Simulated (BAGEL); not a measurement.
**CH2NOSi (SMILES O=C=N[SiH2]) at UHF/6-31G(d) (density fitting with qzvpp-jkfit, spherical functions)**

What is the vertical doublet–quartet gap of CH2NOSi at UHF/6-31G* (density fitting with qzvpp-jkfit, spherical functions)? 

The results are computed with BAGEL 1.2.2.

1 further run of the same task is left out (it didn't finish). Runs told in other sessions of the task aren't counted.

**1. The system as given**

CH2NOSi: 6 atoms, total charge 0, spin state doublet. As SMILES, `O=C=N[SiH2]`. The coordinates come from a PBE0-D4/def2-TZVP relaxation.

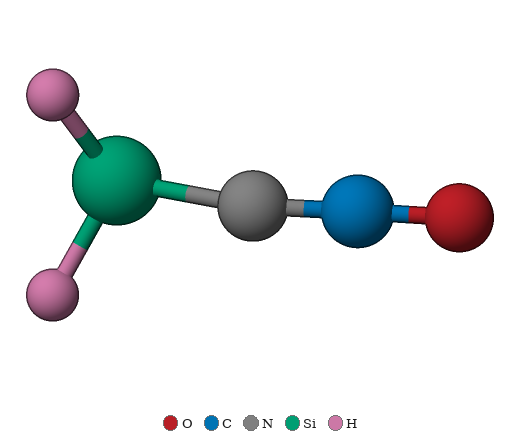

Viewed from a chosen angle; oxygen red, carbon blue, nitrogen grey, silicon teal, hydrogen pink.

**2. The energy at UHF/6-31G(d) (density fitting with qzvpp-jkfit, spherical functions)**

Input file input.json:

```json
{ "bagel" : [

{
  "title" : "molecule",
  "basis" : "6-31gs.json",
  "df_basis" : "qzvpp-jkfit",
  "angstrom" : true,
  "geometry" : [
    { "atom" : "O", "xyz" : [    1.089700,   -2.025700,    1.610400 ] },
    { "atom" : "C", "xyz" : [    0.648500,   -1.177800,    0.945400 ] },
    { "atom" : "N", "xyz" : [    0.216300,   -0.284900,    0.279200 ] },
    { "atom" : "Si", "xyz" : [   -0.683300,    0.591600,   -0.875300 ] },
    { "atom" : "H", "xyz" : [    0.261300,    1.214200,   -1.839100 ] },
    { "atom" : "H", "xyz" : [   -1.490500,    1.618700,   -0.166800 ] }
  ]
},
{ "title" : "uhf", "nopen" : 1 },
{ "title" : "print", "file" : "orbitals.molden", "orbitals" : true }

]}
```

The basis set 6-31G* is read from a file made from the Basis Set Exchange's data (not shown).

Started as:

```
$ BAGEL_NUM_THREADS=1 BAGEL input.json > input.out
```

The program printed:

```text
* using 1 threads per process

  ===============================================================
  ===============================================================

  *** Geometry ***

  { "atom" : "O", "xyz" : [      2.059235,     -3.828018,      3.043215 ] },
  { "atom" : "C", "xyz" : [      1.225487,     -2.225719,      1.786547 ] },
  { "atom" : "N", "xyz" : [      0.408748,     -0.538383,      0.527612 ] },
  { "atom" : "Si", "xyz" : [     -1.291250,      1.117962,     -1.654077 ] },
  { "atom" : "H", "xyz" : [      0.493785,      2.294505,     -3.475395 ] },
  { "atom" : "H", "xyz" : [     -2.816637,      3.058900,     -0.315206 ] },

  Number of auxiliary basis functions:      393

  Since a DF basis is specified, we compute 2- and 3-index integrals:
    o Being stored without compression. Storage requirement is 0.013 GB

  Number of basis functions:       64
  Number of electrons      :       37

    * METHOD: MOLECULE                             0.14

  *** Open-shell HF ***

  === Nuclear Repulsion ===
   130.1383133111

      * DIIS with orbital gradients will be used.

  === UHF iteration (6-31gs.json) ===
      0       -457.06812668          0.04615850           0.06
      1       -457.19926922          0.03054295           0.06
      2       -457.23334076          0.02065868           0.06
      3       -457.25895138          0.00167142           0.06
      4       -457.25940522          0.00090796           0.06
      5       -457.25954790          0.00027879           0.06
      6       -457.25957073          0.00010057           0.06
      7       -457.25957687          0.00004500           0.06
      8       -457.25957935          0.00001120           0.06
      9       -457.25957963          0.00000647           0.06
     10       -457.25957971          0.00000335           0.06
     11       -457.25957977          0.00000121           0.06
     12       -457.25957978          0.00000072           0.06
     13       -457.25957979          0.00000030           0.06
     14       -457.25957979          0.00000013           0.06
     15       -457.25957979          0.00000009           0.06
     16       -457.25957979          0.00000005           0.06
     17       -457.25957979          0.00000004           0.06
     18       -457.25957979          0.00000002           0.06
     19       -457.25957979          0.00000001           0.06
     20       -457.25957979          0.00000001           0.06
    * SCF iteration converged.

    * S^2 (UHF) is 0.7542

    * Permanent dipole moment:
           (    0.475467,    -0.454817,     0.607540) a.u.

    * METHOD: UHF                                  1.34

    * METHOD: PRINT                                0.01

  ===============================================================
```

It took 1.6 s on 1 thread of Arm Neoverse V1, shared host; peak memory 0.083 GiB.

**3. The quartet**

Input file calc.json:

```json
{ "bagel": [

{
  "title": "molecule",
  "basis": "6-31gs.json",
  "df_basis": "qzvpp-jkfit",
  "angstrom": true,
  "geometry": [
    { "atom": "O", "xyz": [    1.089700,   -2.025700,    1.610400 ] },
    { "atom": "C", "xyz": [    0.648500,   -1.177800,    0.945400 ] },
    { "atom": "N", "xyz": [    0.216300,   -0.284900,    0.279200 ] },
    { "atom": "Si", "xyz": [   -0.683300,    0.591600,   -0.875300 ] },
    { "atom": "H", "xyz": [    0.261300,    1.214200,   -1.839100 ] },
    { "atom": "H", "xyz": [   -1.490500,    1.618700,   -0.166800 ] }
  ]
},
{
  "title": "uhf",
  "nopen": 3
},
{
  "title": "print",
  "file": "orbitals.molden",
  "orbitals": true
}

]}
```

The basis set 6-31G* is read from a file made from the Basis Set Exchange's data (not shown).

Started as:

```
$ BAGEL_NUM_THREADS=1 BAGEL calc.json > calc.out
```

The program printed:

```text
* using 1 threads per process

  ===============================================================
  ===============================================================

  *** Geometry ***

  { "atom" : "O", "xyz" : [      2.059235,     -3.828018,      3.043215 ] },
  { "atom" : "C", "xyz" : [      1.225487,     -2.225719,      1.786547 ] },
  { "atom" : "N", "xyz" : [      0.408748,     -0.538383,      0.527612 ] },
  { "atom" : "Si", "xyz" : [     -1.291250,      1.117962,     -1.654077 ] },
  { "atom" : "H", "xyz" : [      0.493785,      2.294505,     -3.475395 ] },
  { "atom" : "H", "xyz" : [     -2.816637,      3.058900,     -0.315206 ] },

  Number of auxiliary basis functions:      393

  Since a DF basis is specified, we compute 2- and 3-index integrals:
    o Being stored without compression. Storage requirement is 0.013 GB

  Number of basis functions:       64
  Number of electrons      :       37

    * METHOD: MOLECULE                             0.14

  *** Open-shell HF ***

  === Nuclear Repulsion ===
   130.1383133111

      * DIIS with orbital gradients will be used.

  === UHF iteration (6-31gs.json) ===
      0       -456.56637869          0.05086753           0.06
      1       -456.58943686          0.05932368           0.06
      2       -456.67154587          0.05106404           0.06
      3       -456.97009863          0.00682305           0.06
      4       -456.99865450          0.00435558           0.06
      5       -457.01350962          0.00244055           0.06
      6       -457.01571498          0.00118708           0.06
      7       -457.01641877          0.00052207           0.06
      8       -457.01672317          0.00021263           0.06
      9       -457.01679429          0.00016129           0.06
     10       -457.01682966          0.00009358           0.06
     11       -457.01683855          0.00006707           0.06
     12       -457.01684233          0.00004407           0.06
     13       -457.01684420          0.00003547           0.06
     14       -457.01684610          0.00001308           0.06
     15       -457.01684633          0.00000713           0.06
     16       -457.01684640          0.00000326           0.06
     17       -457.01684641          0.00000197           0.06
     18       -457.01684641          0.00000126           0.06
     19       -457.01684642          0.00000102           0.06
     20       -457.01684642          0.00000083           0.06
     21       -457.01684642          0.00000071           0.06
     22       -457.01684642          0.00000062           0.06
     23       -457.01684642          0.00000058           0.06
     24       -457.01684643          0.00000056           0.06
     25       -457.01684643          0.00000055           0.06
     26       -457.01684643          0.00000054           0.06
     27       -457.01684643          0.00000051           0.06
     28       -457.01684643          0.00000048           0.06
     29       -457.01684643          0.00000046           0.06
     30       -457.01684644          0.00000043           0.06
     31       -457.01684644          0.00000040           0.06
     32       -457.01684644          0.00000036           0.06
     33       -457.01684644          0.00000033           0.06
     34       -457.01684644          0.00000029           0.06
     35       -457.01684644          0.00000025           0.06
     36       -457.01684644          0.00000022           0.06
     37       -457.01684644          0.00000018           0.06
     38       -457.01684644          0.00000013           0.06
     39       -457.01684644          0.00000011           0.06
     40       -457.01684644          0.00000010           0.06
     41       -457.01684644          0.00000007           0.06
     42       -457.01684644          0.00000006           0.06
     43       -457.01684644          0.00000005           0.06
     44       -457.01684644          0.00000003           0.06
     45       -457.01684644          0.00000003           0.06
     46       -457.01684644          0.00000002           0.06
     47       -457.01684644          0.00000002           0.06
     48       -457.01684644          0.00000001           0.06
     49       -457.01684644          0.00000001           0.06
    * SCF iteration converged.

    * S^2 (UHF) is 3.7728

    * Permanent dipole moment:
           (    0.533929,    -0.635089,     0.711359) a.u.

    * METHOD: UHF                                  3.13

    * METHOD: PRINT                                0.01

  ===============================================================
```

Run time: 3.6 s. Hardware: 1 thread of Arm Neoverse V1, shared host; peak memory 0.083 GiB.

**4. What came out**

At UHF/6-31G* (density fitting with qzvpp-jkfit, spherical functions):

| quantity | value |
| --- | --- |
| doublet: total energy | -457.25958 Eh |
| doublet: dipole moment | 2.28 D |
| doublet: ⟨S²⟩ | 0.754 |
| quartet: total energy | -457.01685 Eh |
| quartet: dipole moment | 2.78 D |
| quartet: ⟨S²⟩ | 3.773 |
| vertical energy of the quartet above the doublet | 6.605 eV |

**Reading.** At this shape the quartet lies 6.61 eV (637 kJ/mol) above the doublet.
